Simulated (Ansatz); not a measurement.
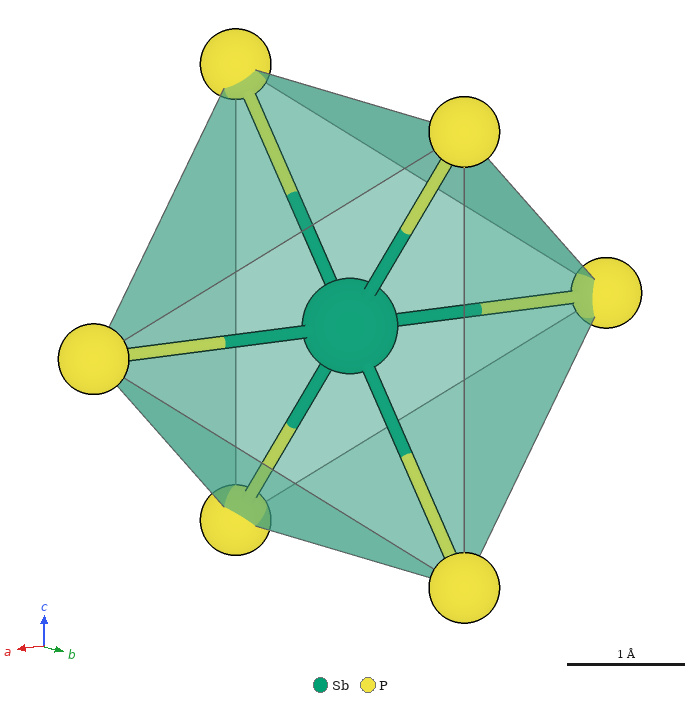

Coordination of Sb in Ga2SbP3 (Cmmm). The shape measure S (0 to 100) is the computed least-squares distance from an ideal polyhedron; S = 0 means ideal. Origin: the end point of a relaxation with DFT, r2SCAN+rVV10, plane waves, PAW (Ansatz 0.2.0).

### Name the coordination polyhedron and say how regular it is.

SbP6: a slightly distorted octahedron (coordination number 6, S = 0.22; next best trigonal prism, S = 16.1).

### Does the central atom sit at the centroid of its ligands?

Yes, to within 0.01 Å; the site symmetry is mmm.

### How long are the bonds?

2 × Sb–P 2.63 Å and 4 × Sb–P 2.67 Å. The next neighbour, not counted, lies at 3.68 Å.
